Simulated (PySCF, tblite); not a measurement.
# C6H5B2F: geometry, infrared bands and NMR shifts

What infrared bands and NMR shifts should C6H5B2F (`C#CC1=CBC=C(F)B1`) show?

Programs: tblite 0.8.0 and PySCF 2.14.0, with density-fitted response routines of our own. Each step states its level of theory. These are calculated values for one molecule in the gas phase, unless marked as measured. Atoms are numbered from 0 throughout.

**1. Starting geometry**

14 atoms, charge 0, multiplicity 1; geometry from: force field or distance geometry start.

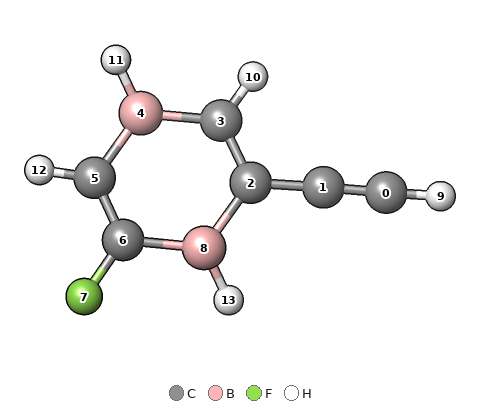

The starting geometry (carbon grey, boron pink, fluorine green, hydrogen white), atoms numbered.

**2. Relaxing the molecule with GFN2-xTB**

The job: settings as JSON, then the geometry in Å.

```
{"job": {"kind": "relax", "xc": "GFN2-xTB", "basis": "xTB"}, "charge": 0, "multiplicity": 1}
C      3.460500    -0.428600    -0.182800
C      2.247200    -0.240800    -0.119600
C      0.839400    -0.056200    -0.029900
C      0.359000     1.205200     0.099300
B     -1.191600     1.453000     0.203400
C     -2.188300     0.251700     0.116400
C     -1.729000    -1.004200    -0.026000
F     -2.571700    -2.062800    -0.086900
B     -0.167500    -1.270000    -0.109800
H      4.511500    -0.572300    -0.242600
H      1.043200     2.021700     0.158800
H     -1.593300     2.421700     0.758200
H     -3.250200     0.474900     0.193900
H      0.230000    -2.193900    -0.754700
```

On the command line:

```sh
OMP_NUM_THREADS=1 python probes_run.py task.json out
```

This one command runs all jobs of the session in turn.

What it wrote:

```text
step      E/eV     max force
  0    -610.62893    2.243
  1    -610.63912    5.625
  2    -610.80684    0.860
  3    -610.85818    0.794
  4    -610.91922    0.677
  5    -610.92891    0.273
  6    -610.93967    0.352
  7    -610.94811    0.437
  8    -610.95174    0.200
  9    -610.95307    0.091
 10    -610.95434    0.188
 11    -610.95537    0.192
 12    -610.95592    0.087
 13    -610.95619    0.053
 14    -610.95644    0.086
 15    -610.95674    0.104
 16    -610.95699    0.065
 17    -610.95718    0.031
 18    -610.95736    0.066
 19    -610.95758    0.093
 20    -610.95785    0.081
 21    -610.95809    0.039
 22    -610.95824    0.029
 23    -610.95833    0.039
 24    -610.95841    0.029
 25    -610.95849    0.029
 26    -610.95857    0.027
 27    -610.95864    0.035
 28    -610.95868    0.023
 29    -610.95872    0.014
 30    -610.95875    0.021
 31    -610.95879    0.029
 32    -610.95882    0.021
 33    -610.95885    0.018
 34    -610.95889    0.020
 35    -610.95895    0.039
 36    -610.95900    0.039
 37    -610.95905    0.019
 38    -610.95907    0.014
 39    -610.95910    0.022
 40    -610.95912    0.022
 41    -610.95913    0.012
 42    -610.95914    0.009
```

Run time: 0.26 s. Hardware: 1 thread of Arm Neoverse V1, shared host.

Along the way: (not every step is listed)

```tsv
step	energy from step 0 (eV)	largest force (eV/Å)
0	0.0000	2.2433
1	-0.0102	5.6247
2	-0.1779	0.8604
3	-0.2292	0.7942
4	-0.2903	0.6767
5	-0.3000	0.2731
6	-0.3107	0.3523
7	-0.3192	0.4371
8	-0.3228	0.1995
10	-0.3254	0.1880
12	-0.3270	0.0866
14	-0.3275	0.0859
16	-0.3281	0.0646
18	-0.3284	0.0657
20	-0.3289	0.0813
22	-0.3293	0.0292
24	-0.3295	0.0292
26	-0.3296	0.0273
28	-0.3297	0.0230
30	-0.3298	0.0206
32	-0.3299	0.0212
34	-0.3300	0.0204
36	-0.3301	0.0388
37	-0.3301	0.0187
38	-0.3301	0.0144
39	-0.3302	0.0217
40	-0.3302	0.0216
41	-0.3302	0.0115
42	-0.3302	0.0090
```

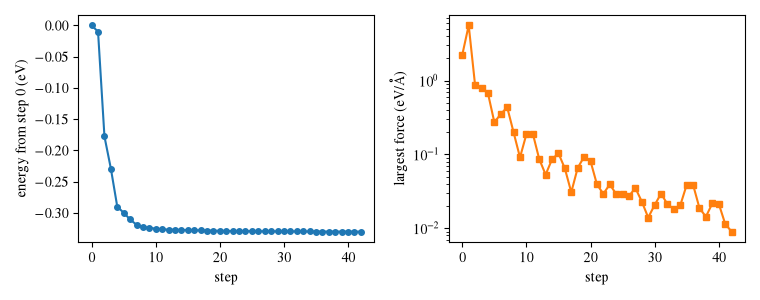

Energy and largest force along the relaxation.

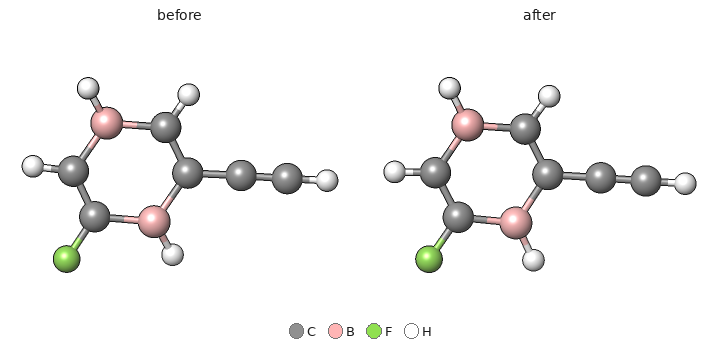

Before and after, at one scale.

Distances of close pairs at the start and the end, largest changes first:

```tsv
bond	before (Å)	after (Å)	change (Å)
C6–B8	1.586	1.552	-0.034
C3–B4	1.574	1.545	-0.029
B8–H13	1.195	1.168	-0.027
C0–C1	1.229	1.203	-0.026
C3–H10	1.067	1.086	+0.019
C2–B8	1.579	1.561	-0.018
B4–H11	1.186	1.171	-0.016
B4–C5	1.563	1.550	-0.013
```

The end geometry stands in the next job.

**3. Harmonic vibrations with GFN2-xTB**

The job: settings as JSON, then the geometry in Å.

```
{"job": {"kind": "ir", "xc": "GFN2-xTB", "basis": "xTB"}, "charge": 0, "multiplicity": 1}
C      3.403678    -0.431418    -0.173046
C      2.215303    -0.246222    -0.133504
C      0.819804    -0.038965    -0.068179
C      0.324459     1.218691     0.092914
B     -1.184370     1.457906     0.324040
C     -2.155573     0.265810     0.125618
C     -1.653372    -0.970920    -0.029690
F     -2.526191    -2.016204    -0.100874
B     -0.144117    -1.252546    -0.258243
H      4.439647    -0.594066    -0.217296
H      1.037720     2.036116     0.145470
H     -1.572876     2.478180     0.746525
H     -3.232178     0.378025     0.183517
H      0.227388    -2.284862    -0.659417
```

What it wrote:

```text
mode    cm-1     km/mol
  1      63.7      1.61
  2     110.0      4.68
  3     125.7      1.87
  4     143.3      2.57
  5     228.4      0.05
  6     313.8      5.97
  7     340.3      3.92
  8     354.4      0.19
  9     408.2      3.73
 10     438.8      0.91
 11     477.8      6.98
 12     621.7     31.39
 13     642.6     15.41
 14     659.2     27.50
 15     684.9     41.61
 16     725.9     52.65
 17     824.9     16.05
 18     828.2     13.57
 19     852.5      0.70
 20     896.0    120.93
 21     920.1     31.44
 22     944.2      4.44
 23     991.5    122.97
 24    1125.4    112.77
 25    1166.2      2.64
 26    1209.8    163.86
 27    1278.0     58.08
 28    1295.1     11.51
 29    1529.5    147.22
 30    1588.6     95.06
 31    2221.5     18.48
 32    2644.5    153.01
 33    2675.6     86.64
 34    3019.1     50.39
 35    3046.9     44.39
 36    3387.6      2.41
```

It took 0.43 s on 1 thread of Arm Neoverse V1, shared host.

The strongest bands and the atoms that carry them (share of the mass-weighted mode):

```tsv
cm⁻¹	km/mol	atoms
896	120.9	H12 39 %, H10 24 %, C5 13 %
992	123.0	H13 33 %, B8 17 %, F7 12 %, C6 11 %
1125	112.8	C6 37 %, H12 16 %, F7 10 %
1210	163.9	B4 45 %, C5 15 %, C3 13 %
1530	147.2	C2 45 %, C3 42 %
1589	95.1	C6 45 %, C5 43 %
2644	153.0	H11 92 %
2676	86.6	H13 92 %
```

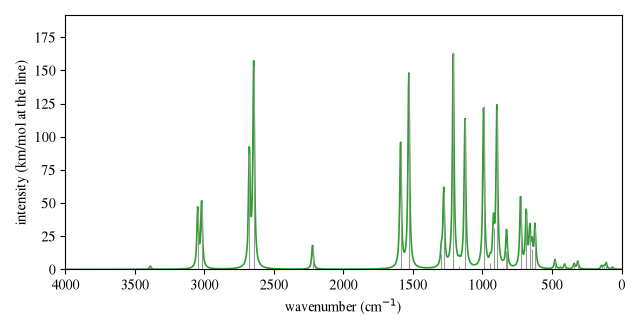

The infrared spectrum from these modes, unscaled. Lines are broadened to a width of 14 cm⁻¹ (Lorentzian).

**4. NMR shieldings: PBE0/pcSseg-1**

Same as in step 3 but for these lines:

```diff
@@ -1,2 +1,2 @@
-{"job": {"kind": "ir", "xc": "GFN2-xTB", "basis": "xTB"}, "charge": 0, "multiplicity": 1}
+{"job": {"kind": "nmr", "xc": "PBE0", "basis": "pcSseg-1"}, "charge": 0, "multiplicity": 1}
 C      3.403678    -0.431418    -0.173046
```

Level: GIAO PBE0/pcSseg-1 NMR shielding, non-relativistic, gas phase.

What it wrote:

```text
coarse grid: 12880 points
cycle   1  E = -380.4602762462  dE =  1.331e+00  |g| = 5.347e-01  |ddm| = 3.740e+00
cycle   2  E = -380.4261286068  dE =  3.415e-02  |g| = 6.906e-01  |ddm| = 1.085e+00
cycle   3  E = -380.5174970593  dE = -9.137e-02  |g| = 1.295e-01  |ddm| = 5.742e-01
cycle   4  E = -380.5214290506  dE = -3.932e-03  |g| = 5.886e-02  |ddm| = 1.855e-01
cycle   5  E = -380.5222929759  dE = -8.639e-04  |g| = 2.135e-02  |ddm| = 6.987e-02
cycle   6  E = -380.5223934554  dE = -1.005e-04  |g| = 3.435e-03  |ddm| = 2.706e-02
cycle   7  E = -380.5223958048  dE = -2.349e-06  |g| = 1.709e-03  |ddm| = 3.964e-03
final grid: 128128 points
cycle   8  E = -380.5797578447  dE = -4.240e-05  |g| = 7.117e-03  |ddm| = 6.388e-02
cycle   9  E = -380.5797515501  dE =  6.295e-06  |g| = 9.253e-03  |ddm| = 1.591e-02
cycle  10  E = -380.5797704296  dE = -1.888e-05  |g| = 1.523e-03  |ddm| = 9.818e-03
cycle  11  E = -380.5797709167  dE = -4.871e-07  |g| = 4.003e-04  |ddm| = 1.673e-03
cycle  12  E = -380.5797709515  dE = -3.480e-08  |g| = 2.025e-04  |ddm| = 5.607e-04
cycle  13  E = -380.5797709618  dE = -1.032e-08  |g| = 4.238e-05  |ddm| = 1.976e-04
cycle  14  E = -380.5797709622  dE = -4.021e-10  |g| = 1.781e-05  |ddm| = 5.002e-05
converged SCF energy = -380.5797709622

GIAO shielding tensors (ppm)
atom      isotropic    diamagn.    paramagn.     s11        s22        s33       span
  0 C       84.227     258.685    -174.458     39.568     48.415    164.699    125.131
  1 C       92.914     247.707    -154.793    -13.770      1.006    291.506    305.276
  2 C       31.339     262.945    -231.606    -86.891     20.731    160.176    247.067
  3 C       12.700     252.551    -239.850   -118.776     -6.260    163.137    281.913
  4 B       37.430     191.213    -153.783    -11.310      1.633    121.967    133.277
  5 C       46.635     257.526    -210.891    -59.323     39.921    159.306    218.628
  6 C      -11.045     256.049    -267.093   -122.292     22.887     66.271    188.563
  7 F      223.417     473.783    -250.365     90.416    225.471    354.365    263.949
  8 B       40.427     191.289    -150.862     -7.857     12.975    116.162    124.019
  9 H       27.942      33.909      -5.967     25.061     25.372     33.393      8.332
 10 H       23.784      31.176      -7.392     17.556     25.246     28.550     10.994
 11 H       25.212      29.117      -3.905     20.886     27.070     27.680      6.794
 12 H       24.907      28.849      -3.941     20.657     25.529     28.536      7.880
 13 H       25.511      28.564      -3.053     20.892     26.957     28.684      7.792
```

Run time: 34 s. Hardware: 1 thread of Arm Neoverse V1, shared host; peak memory 0.79 GiB.

The references, computed at this level on geometries of the same kind, shield at (ppm): 1H TMS 31.72, 13C TMS 186.9, 19F CFCl3 170.9, 11B BF3·OEt2 100.1. Their shielding less the atom's gives the shift. The references are single molecules in the gas phase, so shifts against H2O, NH3, PH3, H3PO4 or CFCl3 are not on the usual liquid scales and can be off by tens of ppm.

```tsv
atoms	environment	σ (ppm)	δ (ppm)	δ scaled to CDCl3
C6	fully substituted alkene carbon	-11.0	198.0	191.3
C3	alkene CH	12.7	174.2	168.1
C2	fully substituted alkene carbon	31.3	155.6	149.9
C5	alkene CH	46.6	140.3	135.0
C0	terminal alkyne carbon	84.2	102.7	98.3
C1	alkyne carbon	92.9	94.0	89.8
H10	hydrogen on an alkene CH	23.78	7.93	7.58
H12	hydrogen on an alkene CH	24.91	6.81	6.53
H11	hydrogen on a boron bonded to 2 C, in a 6-membered ring	25.21	6.50	–
H13	hydrogen on a boron bonded to 2 C, in a 6-membered ring	25.51	6.21	–
H9	hydrogen on a terminal alkyne carbon	27.94	3.77	3.66
B4	boron bonded to 2 C, H, in a 6-membered ring	37.4	62.6	–
B8	boron bonded to 2 C, H, in a 6-membered ring	40.4	59.6	–
F7	vinylic fluorine	223.4	-52.5	–
```

The scaled column applies a straight-line fit of computed shieldings to shifts measured in CDCl3, and one for carbons that bear F (root-mean-square error 0.16 ppm for H, 1.9 ppm for C).

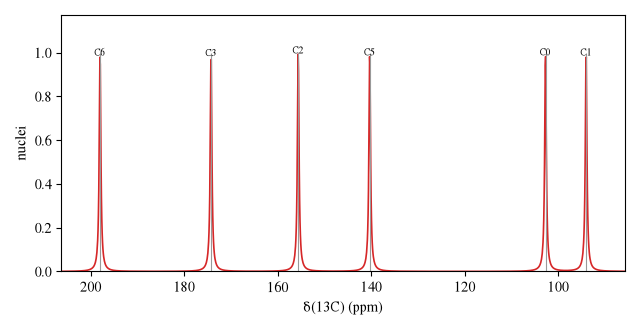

13C lines at the computed shifts, without couplings. Lines are broadened to a width of 0.42 ppm (Lorentzian).

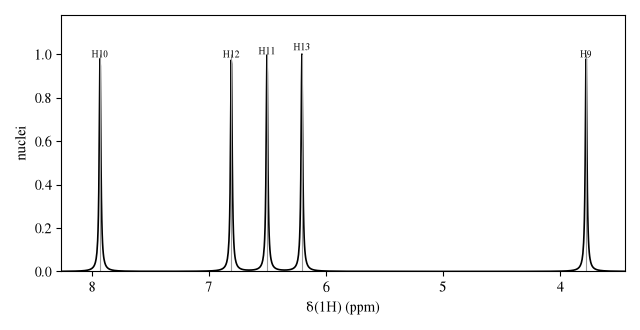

1H lines at the computed shifts, without couplings. Lines are broadened to a width of 0.02 ppm (Lorentzian).

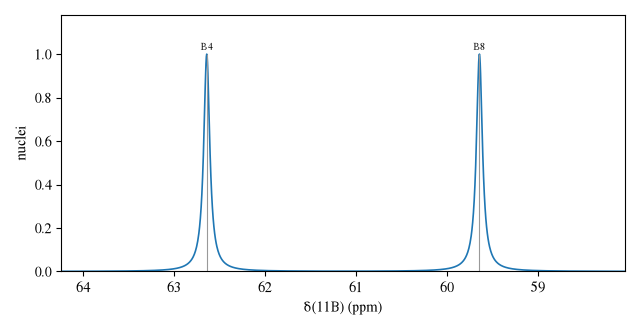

11B lines at the computed shifts, without couplings. Lines are broadened to a width of 0.08 ppm (Lorentzian).

Charges from the same density, by scheme (e):

```tsv
atoms	Mulliken	IAO	Hirshfeld	ESP fit
C0	-0.38	-0.22	-0.09	-0.41
C1	0.42	-0.01	-0.04	0.00
C2	-0.49	-0.10	-0.04	0.03
C3	-0.21	-0.21	-0.08	-0.31
B4	0.40	0.13	0.15	0.37
C5	-0.34	-0.28	-0.12	-0.41
C6	0.11	0.21	0.04	0.20
F7	-0.29	-0.27	-0.09	-0.21
B8	0.46	0.15	0.17	0.29
```

ESP fit charges:

C0 -0.41; C1 0.00; C2 0.03; C3 -0.31; B4 0.37; C5 -0.41; C6 0.20; F7 -0.21; B8 0.29; H9 0.31; H10 0.16; H11 -0.12; H12 0.18; H13 -0.09

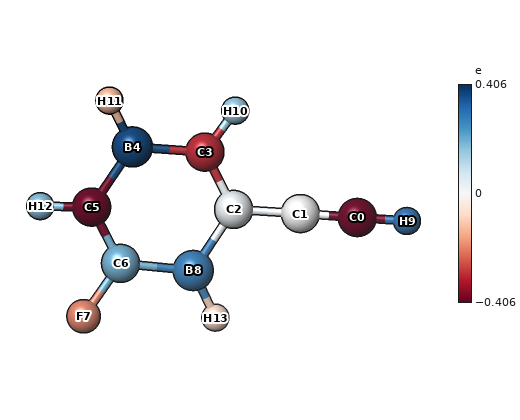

ESP fit charges, as colours on the atoms.

Mayer bond orders: C0–C1 2.31, C1–C2 1.13, C2–C3 1.74, C3–B4 0.98, B4–C5 1.00, C5–C6 1.74, C6–F7 0.89, C6–B8 0.98, B8–C2 0.90.

Ring of atoms C2, C3, B4, C5, C6, B8: NICS(0) 9.9, NICS(1) 4.0, NICS(1)zz 18.5 ppm (means of both faces).

Orbitals, density, ELF and potential are computed afterwards from the orbital file.

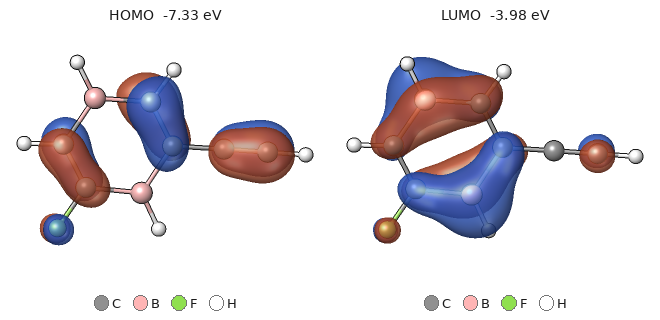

Frontier orbitals at PBE0/pcSseg-1; each surface holds 70 % of the orbital's density, blue and red mark the sign.

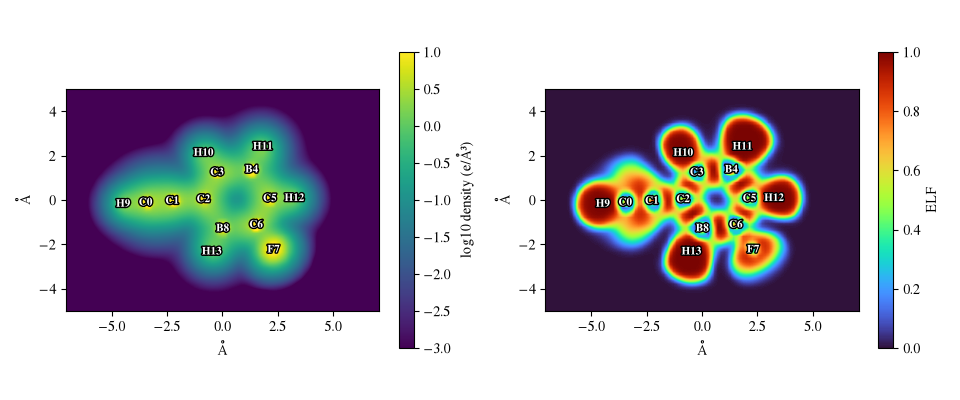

Density (left) and ELF (right) in a plane through or near 14 of the atoms.

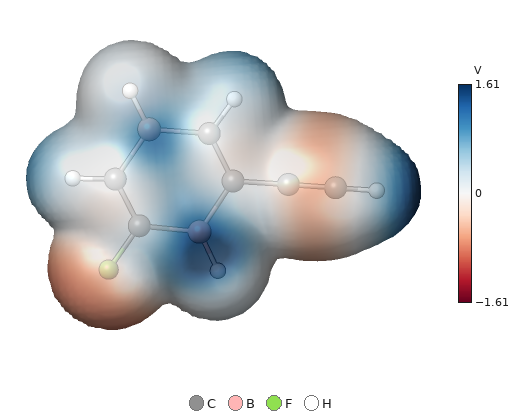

Electrostatic potential on the surface of density 0.002 e/bohr³; red is low, blue high. It runs from -0.78 V near F7 to 1.61 V near H9.

**5. Results**

| quantity | value |
| --- | --- |
| strongest single infrared mode (GFN2-xTB) | 1210 cm⁻¹, 164 km/mol |
| zero-point energy (GFN2-xTB) | 55.4 kcal/mol |
| 13C shifts against TMS (PBE0/pcSseg-1) | 198.0, 174.2, 155.6, 140.3, 102.7, 94.0 ppm |
| 1H shifts against TMS (PBE0/pcSseg-1) | 7.93, 6.81, 6.50, 6.21, 3.77 ppm |
| 11B shifts against BF3·OEt2 (PBE0/pcSseg-1) | 62.6, 59.6 ppm |
| 19F shifts against CFCl3 (PBE0/pcSseg-1) | -52.5 ppm |
| surface potential, least and greatest | -0.78 V and 1.61 V |

In words: Over 42 steps the energy fell by 0.330 eV; of the close pairs, C6–B8 changed most, 1.586 to 1.552 Å. All 36 modes are real, so the xTB geometry is a minimum. The strongest single mode, at 1210 cm⁻¹, has its largest shares on B4, C5 and C3 (the list is cut at 3 atoms). Unscaled tight-binding wavenumbers are off by several per cent, some by more. Its intensities can rank the bands wrongly. At PBE0/pcSseg-1: The widest tensor belongs to C1: span 305 ppm, with a paramagnetic part of -155 ppm. NICS(1)zz of 19 ppm above the planar ring from C2 marks a paratropic (antiaromatic) ring current. By nearest atom (PBE0/pcSseg-1), the HOMO sits on C0, C3 about 21 % each; 4 C atoms about 11 % each and the LUMO on B4, B8 about 23 % each; C2, C3 about 10 % each.
